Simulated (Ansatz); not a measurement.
How far to go with the k-point mesh: Cu (I4/mmm, 1 atom in the cell)

```yaml
crystal:
  lattice:
    - [-1.45508, 1.45508, 1.36632]
    - [1.45508, -1.45508, 1.36632]
    - [1.45508, 1.45508, -1.36632]
  atoms:
    - { symbol: Cu, position: [0.00000, 0.00000, 0.00000] }
```

Computed with LDA (PW92), default PAW files made with PBE (plane waves; Ansatz, an electronic-structure program).

Base settings: basis.ecutwfc = 420 eV; kpoints.mp_grid.grid = 16 16 16; hamiltonian.xc = lda; hamiltonian.pseudopotentials = {kind: paw} (the program's default PAW files); scf.occupations.method = gaussian; scf.occupations.width = 0.1 eV.

The second cell is the first with its lattice scaled by 0.98.

Only quantities that move along the ladder and can be compared are tabulated.

The count of work is k-points × plane waves × bands × iterations; it is no time. Core times come from one kind of shared machine, to one figure; runs under 30 s give none.

The starting cell comes from a database of computed structures (which also holds hypothetical and non-ambient phases and stackings), without a prior relaxation at this level. Its lattice was rescaled by up to half a per cent. Spin polarisation is off. In the base run, with a pressure of about -9 GPa the cell is away from its equilibrium volume at this level. Ansatz's pressure includes its estimate of the finite-basis (Pulay) stress.

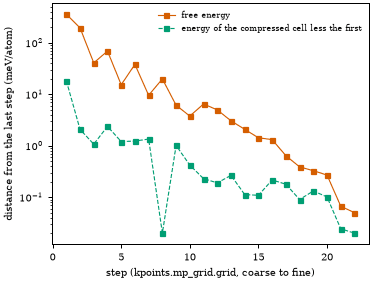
Fig. 1. Distance from the last step along the ladder; very small values are drawn at a floor.

| kpoints.mp_grid.grid | free energy less the last step's (meV/atom) | energy of the compressed cell less the first (meV/atom) | pressure (GPa) | count of work / last | core time / last (rough) |
|---|---|---|---|---|---|
| 3 3 3 | -359.76 | -37.70 | -13.26 | 0.00056 | – |
| 4 4 4 | 194.95 | -21.41 | -9.82 | 0.0012 | – |
| 5 5 5 | -40.68 | -20.40 | -9.44 | 0.0017 | – |
| 6 6 6 | 69.07 | -16.96 | -8.71 | 0.0028 | – |
| 7 7 7 | -15.33 | -18.13 | -8.91 | 0.0037 | – |
| 8 8 8 | 37.98 | -18.10 | -8.91 | 0.0055 | – |
| 9 9 9 | -9.57 | -17.98 | -8.90 | 0.0069 | – |
| 10 10 10 | 19.85 | -19.34 | -9.12 | 0.0094 | – |
| 11 11 11 | -6.13 | -18.32 | -8.96 | 0.012 | – |
| 13 13 13 | -3.77 | -18.91 | -9.08 | 0.018 | – |
| 14 14 14 | 6.47 | -19.56 | -9.24 | 0.023 | – |
| 16 16 16 | 4.97 | -19.52 | -9.20 | 0.032 | – |
| 17 17 17 | -3.05 | -19.07 | -9.12 | 0.038 | – |
| 19 19 19 | -2.08 | -19.22 | -9.16 | 0.051 | – |
| 21 21 21 | -1.43 | -19.22 | -9.17 | 0.067 | – |
| 23 23 23 | -1.31 | -19.12 | -9.15 | 0.087 | – |
| 29 29 29 | -0.64 | -19.15 | -9.14 | 0.17 | – |
| 32 32 32 | 0.39 | -19.42 | -9.21 | 0.22 | 0.2 |
| 35 35 35 | -0.33 | -19.20 | -9.16 | 0.29 | 0.2 |
| 39 39 39 | -0.27 | -19.23 | -9.16 | 0.39 | 0.4 |
| 44 44 44 | 0.07 | -19.36 | -9.19 | 0.55 | 0.4 |
| 48 48 48 | 0.03 | -19.34 | -9.19 | 0.71 | 0.8 |
| 54 54 54 | 0.00 | -19.33 | -9.18 | 1.0 | 1 |

Coarsest kpoints.mp_grid.grid that holds the energy of the compressed cell less the first within 0.5 meV/atom of the last step, with all finer ones: 13 13 13, at 0.018 of the last step's count of work; the step before is off by 1.0 meV/atom.

Coarsest kpoints.mp_grid.grid that holds the free energy within 0.5 meV/atom of the last step, with all finer ones: 32 32 32, at 0.22 of the last step's count of work and about 0.2 of the last step's time; the step before is off by 0.64 meV/atom.

Coarsest kpoints.mp_grid.grid that holds the pressure within 1 GPa of the last step, with all finer ones: 4 4 4, at 0.0012 of the last step's count of work; the step before is off by 4.1 GPa.

The energy difference between the two cells stays within 1 meV/atom of the last step's from 13 13 13 on, the total only from 29 29 29 on: much of the error is common to both cells and cancels.

Two neighbours can agree and both be off: 7 7 7 and 8 8 8 differ by 0.03 meV/atom in the energy of the compressed cell less the first, yet lie about 1.2 meV/atom from the last step.

Keys are those of Ansatz 0.2.
